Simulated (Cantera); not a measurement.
A closed system holds: 1 mol Nb2O5, 1100 mol H2, held at 1.00 bar.

These are equilibrium values from Cantera (NASA tables, ideal gas, pure condensed phases), not measurements of a reactor. Candidate condensed phases: H2O, Nb, NbO, NbO2, Nb2O5; 12 gas species. Mutual solubility and eutectic melting of coexisting phases are not modelled. NbO: taken at fixed stoichiometry. Condensed phases not in the tables: the oxides between NbO2 and Nb2O5. Rates play no part.

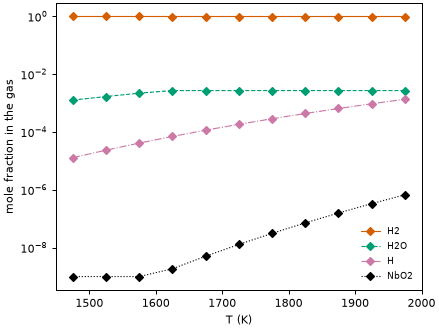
Figure: Equilibrium gas composition (values under 1e-9 drawn at 1e-9)

From 1475 K to 1575 K the condensed part is NbO(s) + NbO2(s). From 1625 K to 1975 K the condensed part is NbO(s).
